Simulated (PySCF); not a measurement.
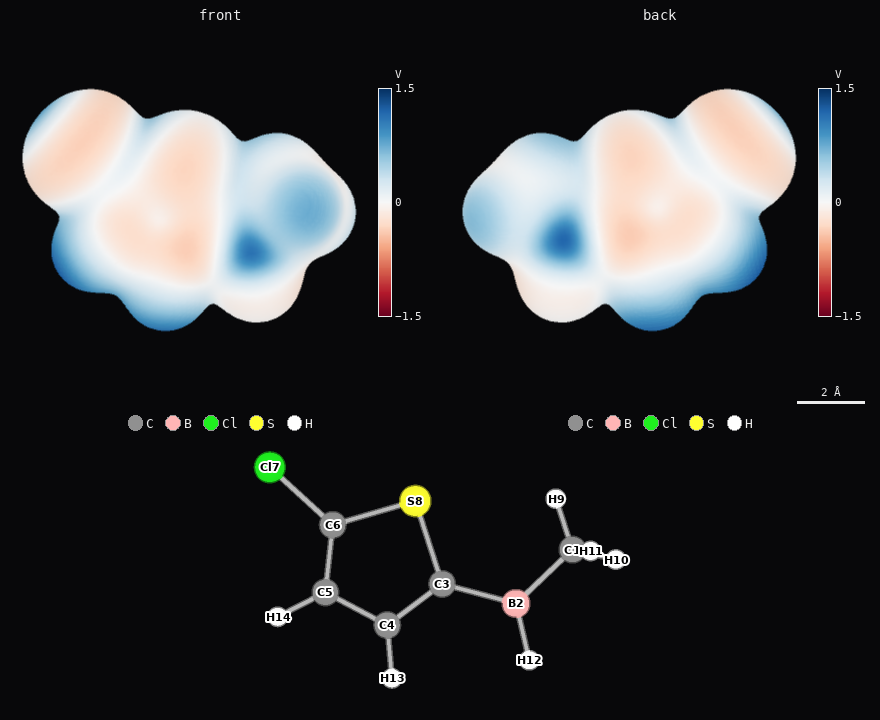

Figure 1: C5H6BClS (SMILES CBc1ccc(Cl)s1). The molecular electrostatic potential painted on the density surface at 0.002 e/bohr³, seen from the front and from behind; red is negative and blue positive. The bare structure is drawn below in the same view.

Geometry: GFN2-xTB.

Theory: wB97X-D/def2-SVPD, SCF density, gas phase in PySCF 2.14.0.

```yaml
atoms:
  - { symbol: C, position_ang: [2.4909, 0.7622, -0.0127] }
  - { symbol: B, position_ang: [1.4906, -0.4387, -0.1729] }
  - { symbol: C, position_ang: [-0.0209, -0.2339, -0.0626] }
  - { symbol: C, position_ang: [-1.0173, -1.1814, -0.1428] }
  - { symbol: C, position_ang: [-2.3203, -0.6883, 0.0114] }
  - { symbol: C, position_ang: [-2.3274, 0.6637, 0.2135] }
  - { symbol: Cl, position_ang: [-3.7068, 1.6450, 0.4497] }
  - { symbol: S, position_ang: [-0.7430, 1.3380, 0.2144] }
  - { symbol: H, position_ang: [2.0269, 1.7391, -0.1272] }
  - { symbol: H, position_ang: [3.3344, 0.7010, -0.6973] }
  - { symbol: H, position_ang: [2.9213, 0.7314, 0.9894] }
  - { symbol: H, position_ang: [1.8841, -1.5288, -0.3514] }
  - { symbol: H, position_ang: [-0.8020, -2.2219, -0.3104] }
  - { symbol: H, position_ang: [-3.2113, -1.2878, -0.0231] }
```

Question: Where is the surface potential most negative and most positive?

Answer: The most negative region (about −0.4 V, or −9 kcal/mol for a unit charge) lies over C3, C4, Cl7 and S8, the most positive (about +1.2 V, or +28 kcal/mol for a unit charge) over B2 and H14. Cl7 shows a σ-hole: about +0.8 V, or +18 kcal/mol for a unit charge at the tip opposite its bond, against about −0.3 V on its flanks.

Question: How polar is the molecule by this calculation?

Answer: Its dipole moment is 0.95 D.
